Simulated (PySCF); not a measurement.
Molecule: C7H12SSi, SMILES C[Si](C)(C)c1cccs1. Atoms near the plane z = 0.6 Å, at the GFN2-xTB optimised geometry (x, y, z in Å): C1 (-1.1, -2.8, -0.1), Si2 (-2.1, -1.2, 0.0), C3 (-3.1, -1.1, 1.6), C5 (-0.9, 0.3, 0.0), C6 (0.5, 0.3, 0.0), C7 (1.0, 1.6, 0.0), C8 (0.1, 2.6, 0.0), S9 (-1.5, 1.9, 0.0), H11 (-0.4, -2.9, 0.7), H12 (-1.8, -3.6, -0.2), H15 (-3.8, -1.9, 1.7), H19 (1.0, -0.6, 0.0), H20 (2.1, 1.8, 0.0), H21 (0.3, 3.6, 0.0).

Level of theory: CAM-B3LYP/def2-SVP (PySCF 2.14.0). The values are rescaled to run from 0 to 1.

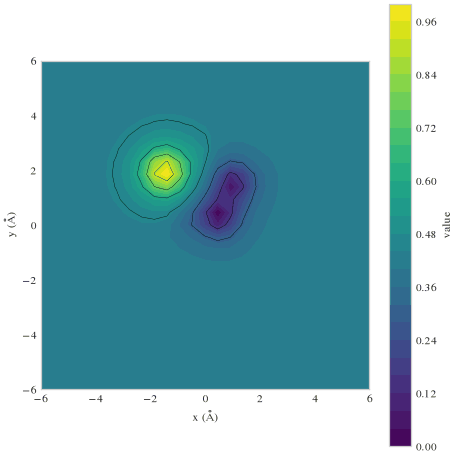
Figure. a field on the plane z = 0.6 Å.

Problem. Which quantity is mapped?
A. log10 of the electron density
B. deformation density (molecule minus spherical neutral atoms)
C. an orbital amplitude
D. electron localisation function

Solution. C, an orbital amplitude. In full: HOMO−1 amplitude (bohr^(-3/2)).
